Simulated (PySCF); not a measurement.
**C3H9BN, doublet, SMILES `[CH2]CCBN`: what the electrons do**

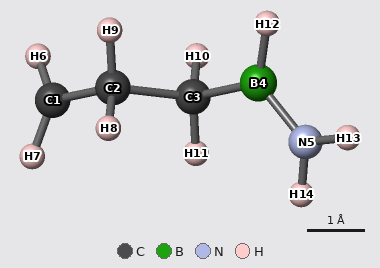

The molecule, with its atoms numbered as below. No frequency check shows the geometry to be a minimum.

Geometry (Å), atoms numbered from 1:

```
C1       2.4707   -0.2444   -0.0598
C2       1.1692    0.3086   -0.4510
C3       0.0616   -0.0798    0.5794
B4      -1.3484    0.5216    0.1614
N5      -2.3777   -0.3281   -0.1895
H6       3.0512    0.2340    0.7063
H7       2.7481   -1.2408   -0.3475
H8       0.8678   -0.0707   -1.4300
H9       1.2088    1.3995   -0.4948
H10      0.3750    0.3030    1.5530
H11      0.0434   -1.1693    0.6581
H12     -1.5330    1.6792    0.1224
H13     -3.2930   -0.0211   -0.4737
H14     -2.2912   -1.3315   -0.1855
```

### 1. Bonding charge

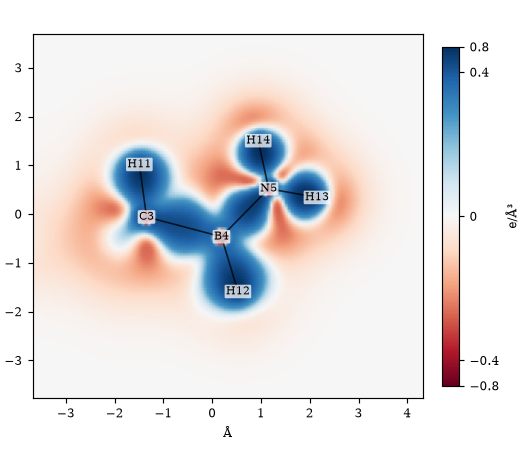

Deformation density (molecule less spherical, spin-averaged free atoms) in the plane of C3, B4, N5, H11, H12, H13 and H14; colour scale in e/Å³, logarithmic beyond ±0.1; blue: gain, red: loss.

Level of theory: TPSSh/def2-SVP (PySCF), at a geometry from GFN2-xTB. The stability of the open-shell solution wasn't checked. GFN2-xTB doesn't know the spin state, so this open-shell geometry is rough.

**How much density has each bond in this plane gained at its critical point, relative to the free atoms?**

N5–H13: +0.80 e/Å³ at the bond critical point (bond length 1.01 Å, Mayer order 1.0). N5–H14: +0.80 e/Å³ at the bond critical point (bond length 1.01 Å, Mayer order 0.9). C3–H11: +0.62 e/Å³ at the bond critical point (bond length 1.09 Å, Mayer order 0.9). B4–H12: +0.42 e/Å³ at the bond critical point (bond length 1.17 Å, Mayer order 0.9). C3–B4: +0.40 e/Å³ at the bond critical point (bond length 1.59 Å, Mayer order 1.0). B4–N5: +0.36 e/Å³ at the bond critical point (bond length 1.38 Å, Mayer order 1.6). In all, 2.9 electrons gather in the regions of gain relative to the promolecule.

**Where do the Hirshfeld charges lie?**

The highest Hirshfeld charge is on H13 (+0.13 e), the lowest on N5 (−0.21 e).

### 2. Local ionisation energy

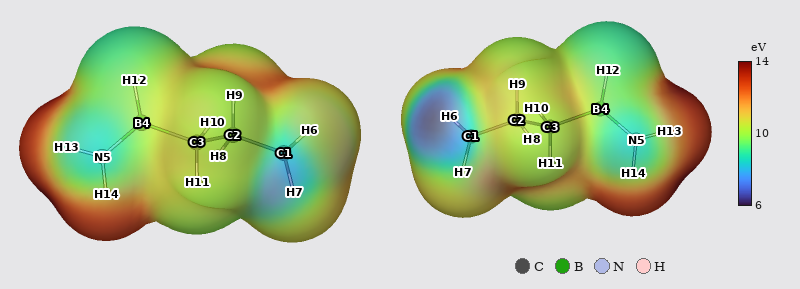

Average local ionisation energy on the surface of electron density 0.001 a.u. (back view left, front view right).

**Locate the minima of the map.**

The lowest value is 6.5 eV, over C1, off the plane of its three bonds (2.0 Å). Further minima include 7.4 eV, over C1, off the plane of its three bonds (2.0 Å); 8.4 eV, over N5, off the plane of its three bonds (1.9 Å); 9.0 eV, 1.4 Å from H12. For comparison, the highest occupied orbital lies at −4.9 eV.

### 3. Spin density

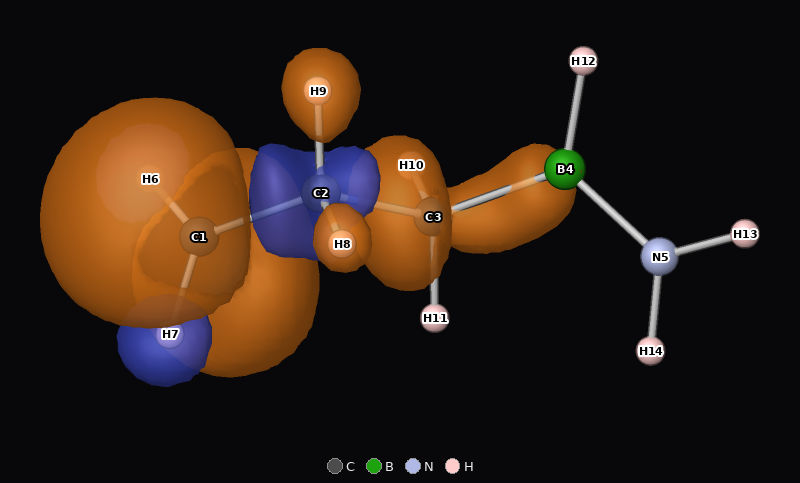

Spin density ρα − ρβ at ±0.01 e/Å³ (orange: excess α, blue: excess β).

**How is the spin shared among the atoms?**

Hirshfeld spin populations: C1 +0.74, C3 +0.06, H6 +0.05, H7 +0.05 and C2 +0.04. ⟨S²⟩ = 0.76, as for a pure state. The picture also shows regions of β spin from spin polarisation; the Hirshfeld sums, whose atoms overlap, net them against the α spin of neighbours.

### 4. In an electric field

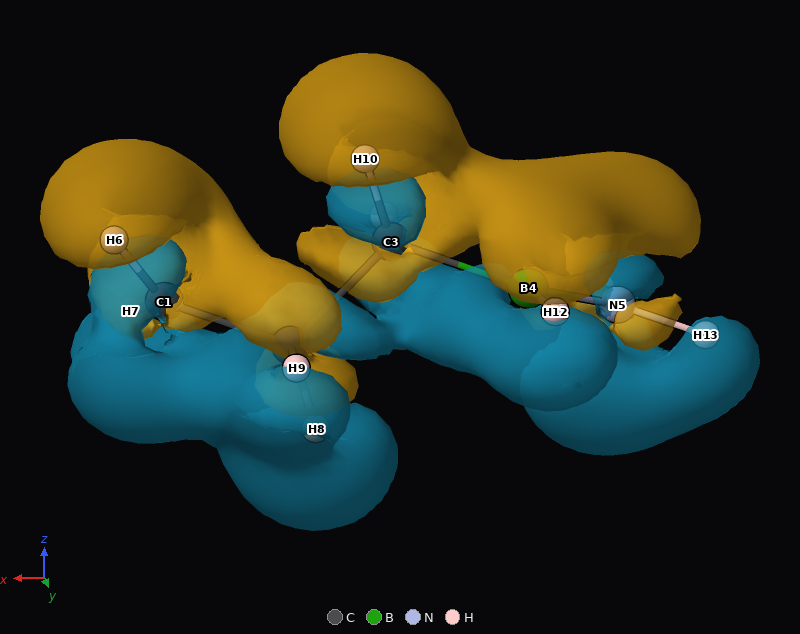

Change of the electron density in a uniform field of 0.41 V/Å, surfaces at ±0.002 e/Å³ (yellow: gain, teal: loss).

Level of theory: CAM-B3LYP/def2-SVPD (PySCF), at a geometry from GFN2-xTB. The stability of the open-shell solution wasn't checked. GFN2-xTB doesn't know the spin state, so this open-shell geometry is rough.

**Along which Cartesian direction does the field point?**

Along −z: electrons gather on the +z side, against the field.

**What dipole is induced, and what polarisability does it imply?**

The induced dipole is 1.06 D (along the field); α along this axis, from the fields in both directions, is 52 bohr³ (7.7 Å³).

**Which atoms gain and lose the most charge?**

Electrons gather most on H10 (Hirshfeld charge changes by −0.017 e) and leave H8 most (+0.015 e); 0.110 electrons are displaced in all.
